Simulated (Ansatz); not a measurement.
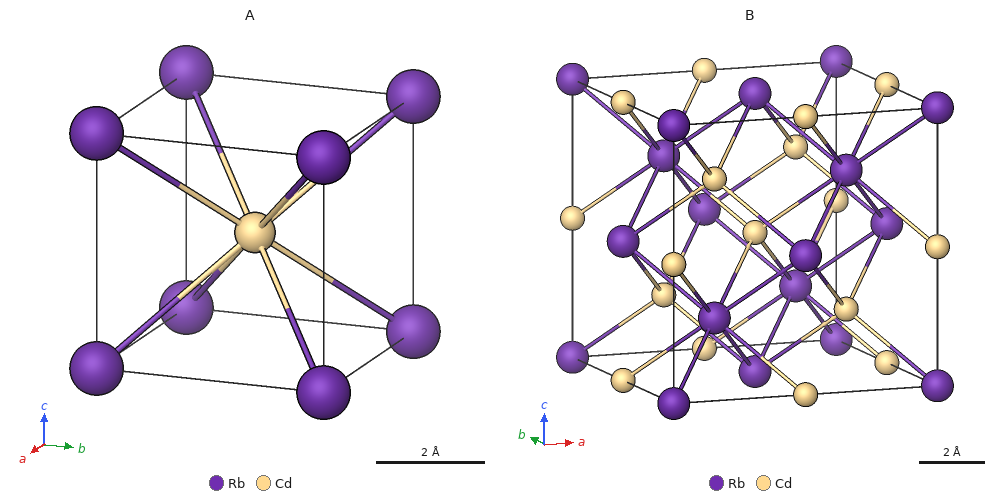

Two structures of RbCd, each relaxed to rest (conventional cells in solid outline, small ones repeated, not to one scale). Method: Ansatz, DFT PBE, scalar-relativistic, plane waves, PAW, without spin polarisation.

State the structure in each panel.

Answer. A: caesium chloride (CsCl, B2) type, Pm-3m. B: 16 atoms a cell on a face-centred cubic lattice, Fd-3m.

Which structure wins energetically, and by what margin?

Answer. A is lower, by 27 meV/atom at this level of theory (energies at zero smearing). Volumes: A 47.3, B 42.7 Å³/atom.

One or both may be structure types tried for this composition rather than known phases.
